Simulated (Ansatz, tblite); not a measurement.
# C16H48O6Si7: which spin state is lowest

Is the singlet the ground state of C16H48O6Si7? Other spin states are computed and compared level by level.

Program: Ansatz 0.2.0, Gaussian basis. Level of theory: as each input shows. These are calculated values, not measurements.

The runs, in order: triplet, at the geometry of the singlet (GFN1-xTB, GFN2-xTB, PBE0-D4/def2-SVP, PBE-D4/def2-SVP); the singlet's energies come from earlier runs.

## 1. The geometry

The singlet was relaxed beforehand with PBE-D4/def2-SVP.

SMILES `C[Si](C)(C)O[Si](C)(C)O[Si](C)(C)O[Si](C)(C)O[Si](C)(C)O[Si](C)(C)O[Si](C)(C)C`, 77 atoms, charge 0, spin multiplicity 1.

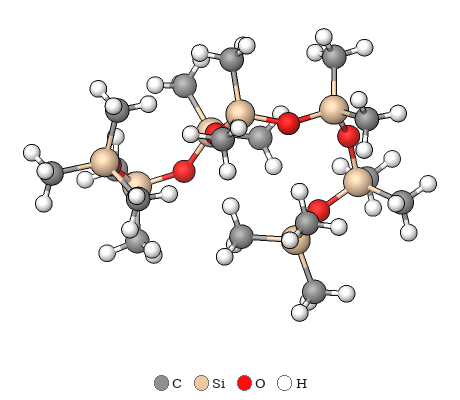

The geometry (carbon grey, silicon light orange, oxygen red, hydrogen white).

## 2. Triplet at the fixed geometry, GFN1-xTB

Tight binding, by tblite at 300 K electronic temperature and without a spin-polarisation term:

```python
tblite.interface.Calculator('GFN1-xTB', numbers, positions, charge=0, uhf=2).singlepoint()
```

Energy -2763.3584 eV; 0.98 s.

## 3. Triplet at the fixed geometry, GFN2-xTB

Tight binding, by tblite at 300 K electronic temperature and without a spin-polarisation term:

```python
tblite.interface.Calculator('GFN2-xTB', numbers, positions, charge=0, uhf=2).singlepoint()
```

Energy -2600.7338 eV; 1.1 s.

## 4. Triplet at the fixed geometry, PBE0-D4/def2-SVP

in.yaml reads:

```yaml
crystal:
  periodic: [false, false, false]
  atoms:
    - {symbol: C, position_ang: [-5.731501, -2.883695, -0.748071]}
    - {symbol: Si, position_ang: [-4.202044, -1.835433, -0.405386]}
    - {symbol: C, position_ang: [-4.468602, -0.754060, 1.116007]}
    - {symbol: C, position_ang: [-2.675927, -2.925201, -0.198090]}
    - {symbol: O, position_ang: [-3.998752, -0.805662, -1.729038]}
    - {symbol: Si, position_ang: [-2.891163, -0.306550, -2.879394]}
    - {symbol: C, position_ang: [-2.174731, -1.769057, -3.810976]}
    - {symbol: C, position_ang: [-3.779848, 0.909888, -3.996261]}
    - {symbol: O, position_ang: [-1.601785, 0.469246, -2.133412]}
    - {symbol: Si, position_ang: [-1.247438, 1.429706, -0.811909]}
    - {symbol: C, position_ang: [-2.685609, 2.589119, -0.462161]}
    - {symbol: C, position_ang: [0.365382, 2.297514, -1.175629]}
    - {symbol: O, position_ang: [-1.062174, 0.396250, 0.509830]}
    - {symbol: Si, position_ang: [-0.549078, 0.323119, 2.102911]}
    - {symbol: C, position_ang: [-1.521146, 1.567555, 3.126932]}
    - {symbol: C, position_ang: [-0.779129, -1.437964, 2.694690]}
    - {symbol: O, position_ang: [1.085761, 0.671828, 2.189279]}
    - {symbol: Si, position_ang: [2.338108, 1.749170, 2.472202]}
    - {symbol: C, position_ang: [3.499086, 0.936844, 3.703514]}
    - {symbol: C, position_ang: [1.668445, 3.393412, 3.080662]}
    - {symbol: O, position_ang: [3.136993, 2.055124, 1.038139]}
    - {symbol: Si, position_ang: [4.015550, 1.365863, -0.217079]}
    - {symbol: C, position_ang: [4.240209, 2.687735, -1.521872]}
    - {symbol: C, position_ang: [5.655729, 0.731318, 0.455130]}
    - {symbol: O, position_ang: [3.146098, 0.111011, -0.895965]}
    - {symbol: Si, position_ang: [2.805552, -1.542536, -0.771230]}
    - {symbol: C, position_ang: [4.052854, -2.462886, -1.850884]}
    - {symbol: C, position_ang: [2.955187, -2.100968, 1.027453]}
    - {symbol: C, position_ang: [1.051454, -1.797007, -1.394870]}
    - {symbol: H, position_ang: [-6.620762, -2.241681, -0.914936]}
    - {symbol: H, position_ang: [-5.588603, -3.507937, -1.654132]}
    - {symbol: H, position_ang: [-5.953926, -3.562191, 0.101782]}
    - {symbol: H, position_ang: [-5.345239, -0.088374, 0.978737]}
    - {symbol: H, position_ang: [-3.574433, -0.121611, 1.283227]}
    - {symbol: H, position_ang: [-4.641484, -1.365164, 2.026159]}
    - {symbol: H, position_ang: [-2.754783, -3.558663, 0.709858]}
    - {symbol: H, position_ang: [-2.542949, -3.598379, -1.069901]}
    - {symbol: H, position_ang: [-1.768286, -2.296615, -0.101036]}
    - {symbol: H, position_ang: [-1.596154, -2.419330, -3.124497]}
    - {symbol: H, position_ang: [-2.972952, -2.376703, -4.283691]}
    - {symbol: H, position_ang: [-1.484919, -1.423533, -4.608098]}
    - {symbol: H, position_ang: [-4.616106, 0.418966, -4.534508]}
    - {symbol: H, position_ang: [-4.203226, 1.743099, -3.399184]}
    - {symbol: H, position_ang: [-3.087438, 1.339666, -4.748295]}
    - {symbol: H, position_ang: [-2.858827, 3.272749, -1.318708]}
    - {symbol: H, position_ang: [-3.613836, 2.005039, -0.296577]}
    - {symbol: H, position_ang: [-2.503447, 3.209913, 0.438805]}
    - {symbol: H, position_ang: [1.148355, 1.539698, -1.378821]}
    - {symbol: H, position_ang: [0.712837, 2.916539, -0.324713]}
    - {symbol: H, position_ang: [0.263809, 2.949789, -2.066960]}
    - {symbol: H, position_ang: [-1.353506, 2.603292, 2.767563]}
    - {symbol: H, position_ang: [-2.608964, 1.358394, 3.065508]}
    - {symbol: H, position_ang: [-1.225045, 1.527012, 4.195494]}
    - {symbol: H, position_ang: [-0.413726, -1.549409, 3.735800]}
    - {symbol: H, position_ang: [-1.846456, -1.734268, 2.663796]}
    - {symbol: H, position_ang: [-0.208914, -2.139788, 2.053406]}
    - {symbol: H, position_ang: [3.811288, -0.063503, 3.341302]}
    - {symbol: H, position_ang: [3.002684, 0.799446, 4.686050]}
    - {symbol: H, position_ang: [4.411053, 1.548318, 3.859356]}
    - {symbol: H, position_ang: [2.499169, 4.101733, 3.276856]}
    - {symbol: H, position_ang: [1.007916, 3.853837, 2.317784]}
    - {symbol: H, position_ang: [1.086123, 3.275755, 4.016829]}
    - {symbol: H, position_ang: [4.783197, 3.563121, -1.111160]}
    - {symbol: H, position_ang: [4.811803, 2.296620, -2.387997]}
    - {symbol: H, position_ang: [3.252844, 3.034267, -1.887387]}
    - {symbol: H, position_ang: [6.248223, 1.557867, 0.898714]}
    - {symbol: H, position_ang: [6.262396, 0.269964, -0.351380]}
    - {symbol: H, position_ang: [5.499357, -0.032516, 1.243638]}
    - {symbol: H, position_ang: [5.091544, -2.291673, -1.497654]}
    - {symbol: H, position_ang: [3.866318, -3.557112, -1.837787]}
    - {symbol: H, position_ang: [3.990621, -2.119424, -2.904573]}
    - {symbol: H, position_ang: [2.636072, -3.158519, 1.137520]}
    - {symbol: H, position_ang: [4.000347, -2.027734, 1.393267]}
    - {symbol: H, position_ang: [2.310642, -1.474220, 1.676668]}
    - {symbol: H, position_ang: [0.784376, -2.874235, -1.402897]}
    - {symbol: H, position_ang: [0.323461, -1.262274, -0.752905]}
    - {symbol: H, position_ang: [0.932077, -1.403931, -2.424855]}
basis:
  gaussian: {orbitals: def2-SVP, fitting: {mean_field: def2-universal-jkfit}}
magnetization: {spin_polarized: true, initial_magnetization: 2}
hamiltonian: {xc: pbe0, dispersion: d4}
scf: {omitted_lower_state_checks: [starts]}
output: {orbitals: {seedname: orbitals}}
```

The run is started by

```bash
ansatz run in.yaml --threads 2 --pin off --events-out ev --progress --plain --max-ram 32768MiB --backend cuda --devices 0, --max-vram 18GiB
```

The log of the run:

```text
Functional definition: PBE0
  name "PBE0"
  cite "Adamo & Barone, J. Chem. Phys. 110, 6158 (1999) doi:10.1063/1.478522"
  cite "Perdew, Burke & Ernzerhof, Phys. Rev. Lett. 77, 3865 (1996) doi:10.1103/PhysRevLett.77.3865"
  parent pbe
  parameter a = 0.25
  parameter kappa = 0.804
  parameter beta = 0.06672455060314922
  exchange = (1 - a)*pbe_x(kappa = kappa, mu = beta*pi^2/3) + a*exact_x
  correlation = pbe_c(beta = beta)
these checks for a lower state are left out or cut short: starts
3422 factors; integrals over basis functions are off by at most 2.4e-1 eV
mean field evaluation 1: about -84655.8144 eV, gradient 1.2e2 eV
mean field evaluation 2: about -84630.3533 eV, gradient 1.4e2 eV
mean field evaluation 4: about -84716.9501 eV, gradient 1.6e1 eV
mean field evaluation 8: about -84718.9517 eV, gradient 9.9e-1 eV
mean field evaluation 16: about -84718.9455 eV, gradient 1.3e-1 eV
mean field evaluation 32: about -84718.9464 eV, gradient 2.8e-3 eV
mean field -84718.94645076 eV, -3113.3638575009 hartree, gradient 9.7e-6 eV, S^2 2.003066; 0 other end points of the search recorded, 0 dependent functions left out
reference -84718.94652407 eV, -3113.3638601950 hartree; 146, 144 occupied and 528, 530 virtual orbitals, 3422 factors
Total energy: -84721.67792172 eV, -3113.4642372073 hartree
Checks for a lower state left out: starts
```

Wall time 28 s (1 × H100 (card shared with other runs) with 2 threads of AMD EPYC 7R13, shared host); peak host memory 1.4 GiB.

From the report: HOMO -0.18 eV, LUMO -6.77 eV (over both spins; with the spin held, an empty level of the minority spin lies below the top filled one); ⟨S²⟩ 2.003 (pure: 2.00).

## 5. Triplet at the fixed geometry, PBE-D4/def2-SVP

start.molden holds the orbitals of an earlier run on this state, given as this run's starting guess.

in.yaml, as its differences from that of step 4:

```diff
@@ -81,5 +81,5 @@
 basis:
-  gaussian: {orbitals: def2-SVP, fitting: {mean_field: def2-universal-jkfit}}
+  gaussian: {orbitals: def2-SVP, fitting: {mean_field: def2-universal-jkfit}, initial_orbitals: start.molden}
 magnetization: {spin_polarized: true, initial_magnetization: 2}
-hamiltonian: {xc: pbe0, dispersion: d4}
+hamiltonian: {xc: pbe, dispersion: d4}
 scf: {omitted_lower_state_checks: [starts]}
```

The command is unchanged.

The log of the run:

```text
Functional definition: PBE
  name "PBE"
  cite "Perdew, Burke & Ernzerhof, Phys. Rev. Lett. 77, 3865 (1996) doi:10.1103/PhysRevLett.77.3865"
  parent pbe
  parameter kappa = 0.804
  parameter beta = 0.06672455060314922
  exchange = pbe_x(kappa = kappa, mu = beta*pi^2/3)
  correlation = pbe_c(beta = beta)
these checks for a lower state are left out or cut short: starts
3422 factors; integrals over basis functions are off by at most 2.4e-1 eV
mean field evaluation 1: about -84709.6914 eV, gradient 1.1e1 eV
mean field evaluation 2: about -84710.1867 eV, gradient 5.5e-1 eV
mean field evaluation 4: about -84710.1954 eV, gradient 1.1e0 eV
mean field evaluation 8: about -84710.2114 eV, gradient 1.9e-2 eV
mean field evaluation 16: about -84710.2114 eV, gradient 5.5e-5 eV
mean field -84710.21142268 eV, -3113.0428511398 hartree, gradient 2.3e-6 eV, S^2 2.000573; 0 other end points of the search recorded, 0 dependent functions left out
reference -84710.21151565 eV, -3113.0428545565 hartree; 146, 144 occupied and 528, 530 virtual orbitals, 3422 factors
Total energy: -84713.25206939 eV, -3113.1545928456 hartree
Checks for a lower state left out: starts
```

Run time: 25 s. Hardware: 1 × H100 (card shared with other runs) with 2 threads of AMD EPYC 7R13, shared host; peak host memory 1.4 GiB.

Report: HOMO -0.07 eV, LUMO -6.41 eV (over both spins; with the spin held, an empty level of the minority spin lies below the top filled one); ⟨S²⟩ 2.001 (pure: 2.00).

## 6. Triplet less singlet, vertical

The singlet's energies are those of its earlier runs, whose logs aren't repeated here.

```csv
level,"triplet less singlet, vertical (kJ/mol)",time
GFN1-xTB,+671.0,1.4 s
GFN2-xTB,+598.0,1.4 s
PBE-D4/def2-SVP,+606.6,32 s
PBE0-D4/def2-SVP,+732.0,36 s
```

Times add the two runs; a level without a time comes out of a correlated run. Tight binding without a spin term can't rank spin states.

## 7. What came out

```
                                               quantity                                       value
triplet less singlet, vertical, functionals in def2-SVP  +606.6 (PBE-D4) to +732.0 kJ/mol (PBE0-D4)
```

What this shows: All functionals put the triplet above the singlet, over a spread of 125.4 kJ/mol. The checks for a lower triplet were left out, so another state of that spin may lie lower. These are electronic energies, without zero-point motion, entropy or surroundings.
